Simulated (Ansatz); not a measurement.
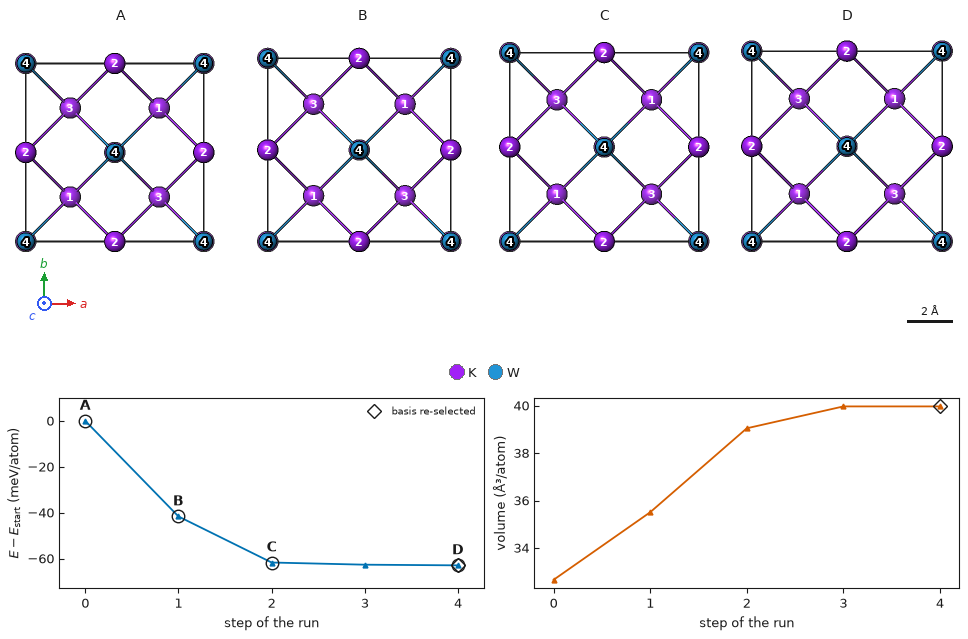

Frames of a relaxation of solid K3W (a generated structure, set up in Fm-3m), marked on the history of the run. The picture is a ball-and-stick view of the conventional cell (4 times the calculation's cell), seen along the c axis. Lengths and directions refer to the drawn axes.

The calculation used Ansatz, DFT PBE, scalar-relativistic, plane waves, PAW. (plane-wave cutoff 420 eV; k-point mesh 10 × 10 × 10; occupations gaussian; smearing width 0.1 eV; no spin polarisation; cell and atoms relaxed; force threshold 0.01 eV/Å; at most 80 steps)

> What happens along the run?

No atom moves by more than 0.005 Å relative to the cell. The volume changes by +22.4 %, with a = b = c 8.054 → 8.615 Å (+7.0 %). Near-neighbour distances that change, for instance: K1–K2 3.488 → 3.731 Å, K1–W4 3.488 → 3.731 Å. The space group stays Fm-3m (No. 225). Over 3 accepted moves (4 points after the start) the energy falls by 63.0 meV per atom. All forces vanish by symmetry, so only the cell relaxes. The pressure goes from 3.17 to 0.05 GPa. At 1 point the geometry stayed and the basis and grid were re-selected for the new cell (energy shift of 0.3 meV per atom at most each time). The run took 91 s on 1 thread of Arm Neoverse N1, on a shared host, peak memory 0.49 GiB. From step 0 to 1: volume +8.7 %, energy −41.7 meV per atom. From step 1 to 2: volume +10.0 %, energy −20.1 meV per atom. From step 2 to 4: volume +2.4 %, energy −1.2 meV per atom.

```
step  E − E(0), meV/atom  pressure, GPa  volume, Å³/atom                      note
   0                0.00           3.17           32.656                          
   1              -41.65           1.62           35.506                          
   2              -61.73           0.30           39.045                          
   3              -62.68           0.04           39.967                          
   4              -62.97           0.05           39.967  same geometry, new basis
```
